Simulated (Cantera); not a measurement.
Input: 1 mol Si₃N₄, 7.8 mol HCl, a varied amount of O₂, at 1200 K and 0.00133 bar.

Equilibrium computed with Cantera from the NASA thermochemical tables; the gas is ideal and each condensed phase is pure. Candidate condensed phases: H₂O, NH₄Cl, Si, SiO₂, Si₂N₂O, Si₃N₄; 47 gas species. Mutual solubility and eutectic melting of coexisting phases are not modelled. The tables' values for SiCl₃ are old estimates; treat these amounts as uncertain. The tables hold silica as quartz up to 1696 K and as liquid above; real silica turns to tridymite and cristobalite and melts near 1996 K. Kinetics and transport are ignored.

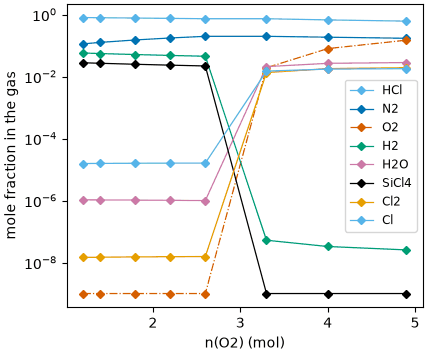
*Equilibrium gas composition (values under 1e-9 drawn at 1e-9)*

From 1.2 mol O₂ to 2.6 mol O₂ the condensed part is SiO₂(β-quartz) + Si₂N₂O(s). From 3.3 mol O₂ to 4.9 mol O₂ the condensed part is SiO₂(β-quartz).
